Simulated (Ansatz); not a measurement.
**C₄H₄O (SMILES C=CC=C=O): density, localisation and related maps**

Input

```
crystal:
  periodic: [false, false, false]
  atoms:
    - {symbol: C, position_ang: [-0.997220, -0.511572, -1.826326]}
    - {symbol: C, position_ang: [0.010785, -1.344454, -1.480263]}
    - {symbol: C, position_ang: [1.049146, -1.813705, -2.390405]}
    - {symbol: C, position_ang: [2.043238, -2.636122, -2.046578]}
    - {symbol: O, position_ang: [2.921958, -3.359174, -1.755703]}
    - {symbol: H, position_ang: [-1.100575, -0.122557, -2.851787]}
    - {symbol: H, position_ang: [-1.747135, -0.197966, -1.086354]}
    - {symbol: H, position_ang: [0.073211, -1.708115, -0.440602]}
    - {symbol: H, position_ang: [1.051670, -1.491488, -3.445774]}
basis:
  gaussian:
    orbitals: def2-TZVPD
hamiltonian:
  xc: {name: PBE0}
output: {forces: true, orbitals: {seedname: orbitals}}
```

Command:

```sh
ansatz run input.yaml --threads 1 --pin off --max-ram 2610MiB --events-out events.jsonl --progress --plain --runs-dir runs
```

Geometry: PBE-D3(BJ)/def2-SVP.

Method: isolated molecule in a Gaussian basis; Kohn-Sham density functional theory, functional PBE0 in Ansatz.

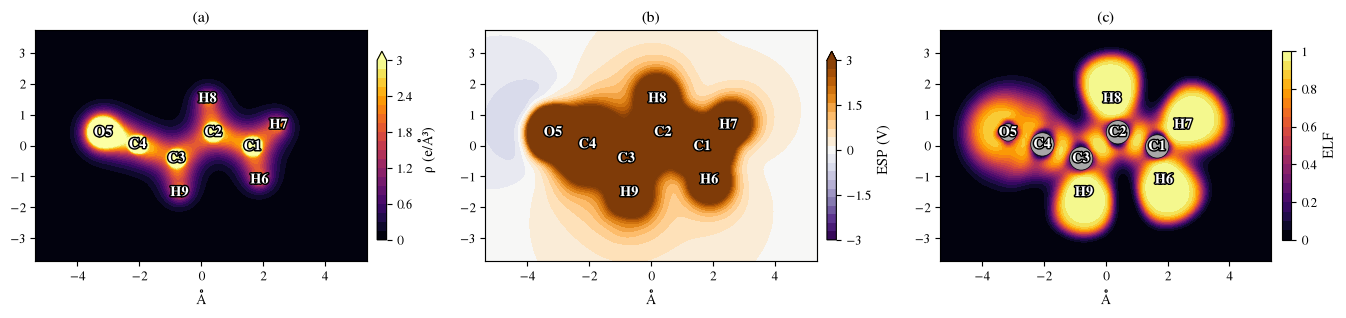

Figure 1. (a) total electron density; (b) electrostatic potential; (c) electron localisation function on the molecular plane. Grey discs cover the atomic cores in the ELF map.

Question: Interpret the plot.

Answer: The section cuts through C, O and H sites. C–O (1.17 Å): ρ is about 3.6 e/Å³ halfway; the ELF peaks at about 0.85 between the atoms; a short, multiple covalent bond. C–C (1.34 Å): ρ is about 2.2 e/Å³ halfway; the ELF peaks at about 0.90 between the atoms: a multiple bond. C–H (1.10 Å): ρ is about 2 e/Å³ halfway; the ELF climbs to about 1 towards the hydrogen, as it does in any bond to H (a covalent bond by its length). C–C (1.46 Å): ρ is about 1.8 e/Å³ halfway; the ELF peaks at about 0.95 between the atoms (localised, covalent bonding). The ELF also peaks beside O5, away from the bonds: lone-pair regions. Outside the dense part of the molecule the potential is most negative (−0.7 V) near O5.

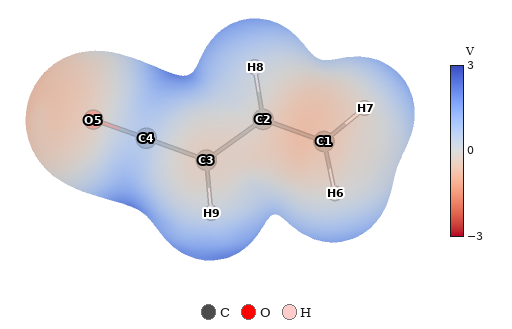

Figure 2. The electrostatic potential painted on the density surface at 0.004 e/bohr³, seen across its widest extent; the colour scale runs from red (negative) to blue (positive).

Question: Where is the surface potential most negative and most positive?

Answer: The most negative region (about −0.8 V) lies over the π face of C1 and C2, the most positive (about +2.1 V) over C4 and H9.

Question: What dipole moment does the calculation give?

Answer: Its dipole moment is 1.00 D.

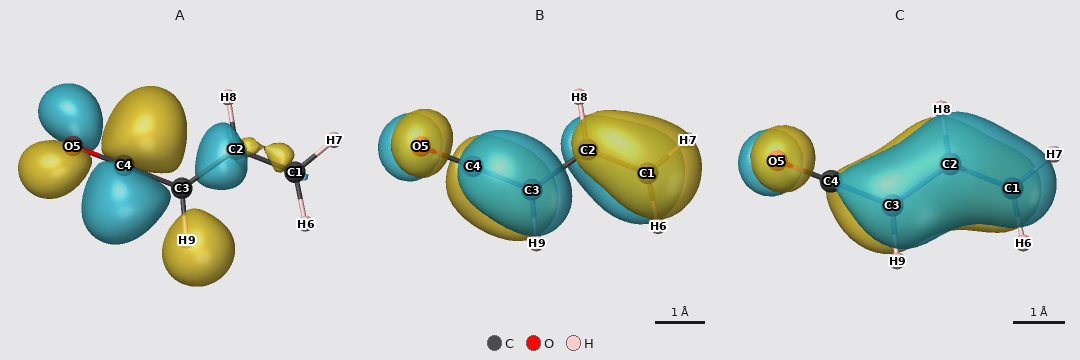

Figure 3. Three frontier orbitals at ±0.1 Å⁻³ᐟ² (yellow and cyan are the two phases), in no order.

Question: Order the three orbitals by energy and name them.

Answer: C is the HOMO−1 (−9.22 eV). It lies mainly on C2 (about 35 %), C3 (about 25 %), C1 (about 20 %) and O5 (about 10 %); it changes sign across the molecular plane (π type); π-bonding across C1–C2 and C2–C3. B is the HOMO (−6.36 eV). It lies mainly on C1 (about 25 %), C3 (about 25 %), C4 (about 15 %), O5 (about 15 %) and C2 (about 15 %); it changes sign across the molecular plane (π type); π-bonding across C1–C2 and C3–C4; π-antibonding (a node) across C2–C3 and C4–O5. A is the LUMO (−1.38 eV). By Hirshfeld shares it lies mainly on C4 (about 45 %), O5 (about 30 %), C3 (about 10 %) and H9 (about 5 %); it is symmetric in the molecular plane (an in-plane orbital: σ, lone-pair or in-plane π type).

Question: What is the HOMO–LUMO gap?

Answer: 4.98 eV between the orbital energies.
